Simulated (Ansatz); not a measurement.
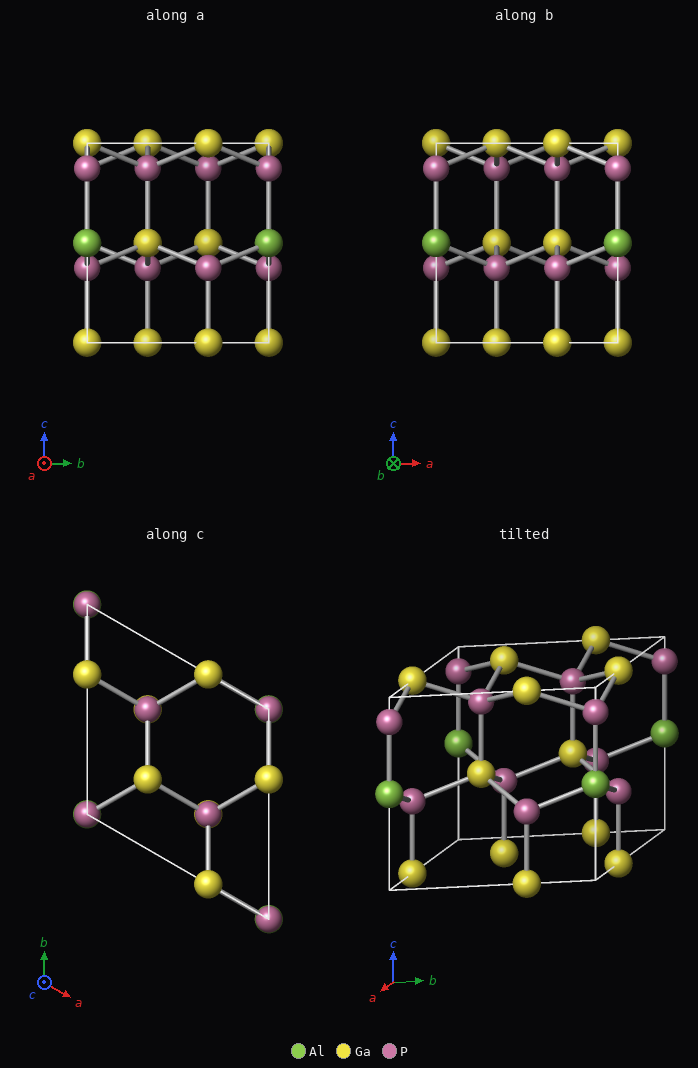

A ball-and-stick rendering, viewed along the a axis, along the b axis, along the c axis and slightly off an axis. The box is the conventional unit cell; atoms on or close to its faces, edges and corners are drawn wherever they repeat.

Lattice parameters: a = 6.7256 Å, b = 6.7256 Å, c = 6.3939 Å, α = 90.000°, β = 90.000°, γ = 120.000°.

**Record the structure as a CIF with its space group and independent sites, with free fractional coordinates to two decimals.**

```cif
data_structure
_symmetry_space_group_name_H-M 'P 3 1 m'
_symmetry_Int_Tables_number 157
_cell_length_a 6.7256
_cell_length_b 6.7256
_cell_length_c 6.3939
_cell_angle_alpha 90.000
_cell_angle_beta 90.000
_cell_angle_gamma 120.000
_cell_volume 250.47
loop_
_atom_site_label
_atom_site_type_symbol
_atom_site_symmetry_multiplicity
_atom_site_Wyckoff_symbol
_atom_site_fract_x
_atom_site_fract_y
_atom_site_fract_z
_atom_site_occupancy
Al1 Al 1 a 0.00 0.00 0.50 1
Ga1 Ga 2 b 0.3333 0.6667 0.50 1
Ga2 Ga 3 c 0.00 0.6666 0.00 1
P1 P 2 b 0.3333 0.6667 0.87 1
P2 P 1 a 0.00 0.00 0.87 1
P3 P 3 c 0.00 0.67 0.37 1
```

Provenance: a structure type filled with these elements by a generator (whether the compound takes this form wasn't checked). Earlier steps of the study, as a rule a relaxation of our own, may have changed the cell and positions, so they can lie some per cent off the listed ones. It was run through Ansatz as a DFT input.
